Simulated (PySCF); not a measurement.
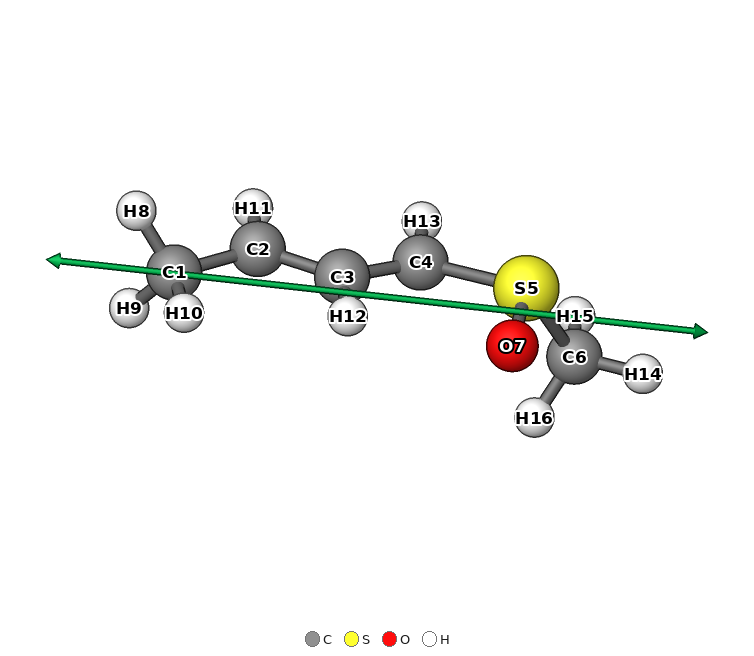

The double arrow shows the direction of the transition dipole to excited singlet state 3 (its length means nothing). State: charge +1, singlet. The computed structure is the end point of a GFN2-xTB optimisation. No frequency run is at hand to confirm it as a minimum. Properties computed with TDDFT B3LYP/def2-SVPD, vertical, gas phase, core orbitals frozen in the response (PySCF 2.14.0).

> How is the transition polarised?

Close to the long direction C1···C6.

> Where does the transition lie, and how strong is it?

4.90 eV (253 nm), oscillator strength 0.49, mainly HOMO−2 → LUMO (weight 0.90); transition dipole 5.11 D.
